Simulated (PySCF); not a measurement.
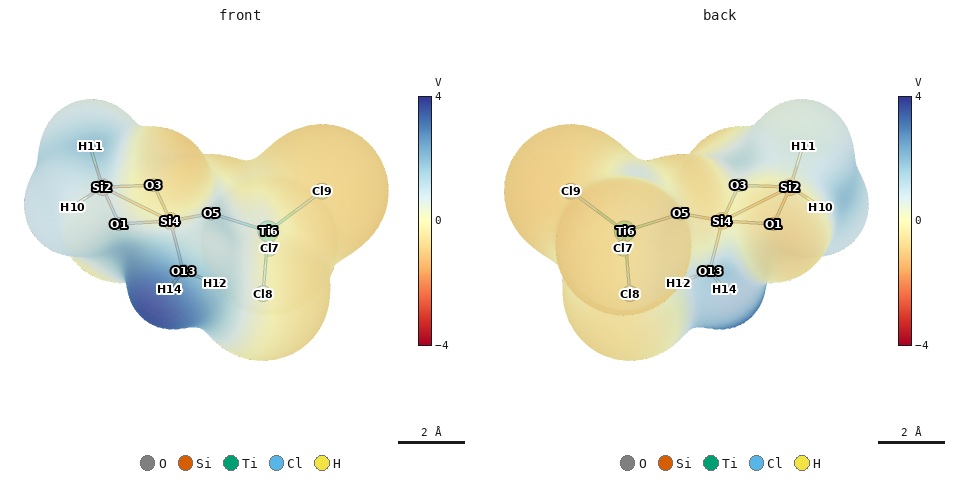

Figure. Cl3H4O4Si2Ti (doublet). The molecular electrostatic potential painted on the density surface at 0.001 e/bohr³, seen from the front and from behind; red is negative and blue positive.

Geometry: GFN1-xTB.

Theory: PBE0-D3(BJ)/def2-SVP, SCF density, gas phase (PySCF 2.14.0).

Input file:

```
{"job": {"kind": "inter", "xc": "PBE0", "basis": "def2-SVP", "disp": "d3bj", "pairs": false}, "charge": 0, "multiplicity": 2, "parts": [{"atoms": "0-11", "charge": 0, "multiplicity": 1}, {"atoms": "12-13", "charge": 0, "multiplicity": 2}]}
O     -0.575543     0.780519    -2.064223
Si    -1.478316     2.149726    -1.579008
O     -1.690514     1.474532    -0.021743
Si    -0.759364     0.138351    -0.502771
O      0.433511    -0.420293     0.337841
Ti     1.323768    -1.849071     1.297612
Cl     3.131662    -2.565303     0.380285
Cl    -0.491510    -3.236433     0.779651
Cl     1.487728    -1.565287     3.422979
H     -2.728190     2.223506    -2.286212
H     -0.672866     3.337532    -1.543135
H     -1.375543    -2.119524    -0.075695
O     -1.803768    -1.270650    -0.594204
H     -2.652101    -1.449823    -0.995940
```

Run with:

```sh
OMP_NUM_THREADS=1 python cluster_run.py task.json out
```

### Where is the surface potential most negative and most positive?

The most negative region (about −0.9 V, or −21 kcal/mol for a unit charge) lies over O1, O3, Cl7 and Cl9, the most positive (about +3.8 V, or +88 kcal/mol for a unit charge) over H14. Cl8 shows a σ-hole: about +0.3 V at the tip opposite its bond, against about −0.1 V on its flanks.

### How polar is the molecule by this calculation?

Its dipole moment is 8.18 D.
